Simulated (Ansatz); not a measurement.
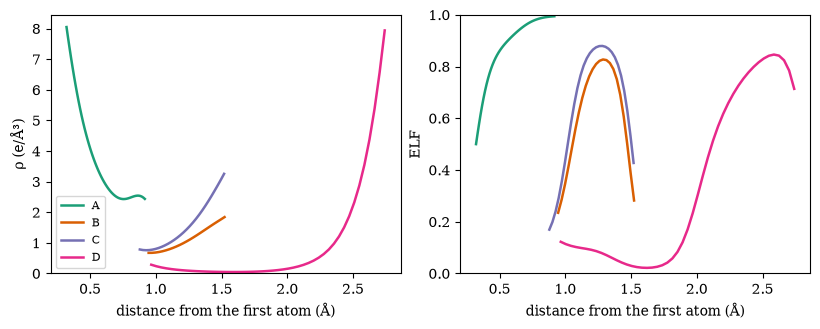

ClH₂NZn···HF. Total electron density and electron localisation function along straight lines between neighbouring atoms. The curves leave out the atomic cores.

Not at a stationary point (largest force 1.4 eV/Å).

Method: RKS PBE0/def2-mTZVP in Ansatz 0.2.0.

```xyz
7

Zn   -1.1550    0.2567   -0.2023
F     0.8884   -2.0302   -0.5621
Cl   -3.0499   -0.2971   -0.9185
H     1.2979   -1.3086   -0.1737
N     0.5488    0.7819    0.4503
H     0.5426    1.0077    1.4399
H     0.9272    1.5897   -0.0338
```

**Which curve belongs to which contact (F–H, Zn–Cl, Zn–F and Zn–N)? The first atom named is at distance zero.**

Curve A: F–H (0.92 Å): ρ at the midpoint is about 4.7 e/Å³; the ELF climbs to about 1 towards the hydrogen, as it does in any bond to H: an ordinary covalent bond to hydrogen. Curve B: Zn–Cl (2.10 Å): ρ is about 0.73 e/Å³ halfway; the ELF peaks at about 0.85 in the valence shell of Cl, 0.8 Å from its nucleus, and is about 0.50 at the midpoint. Curve C: Zn–N (1.90 Å): the density is about 0.76 e/Å³ at the midpoint; the ELF peaks at about 0.90 in the valence shell of N, 0.6 Å from its nucleus, and is about 0.30 at the midpoint. Curve D: Zn1···F2 (3.09 Å): the density falls to about 0.05 e/Å³ on the way; the ELF dips to about 0 between them.
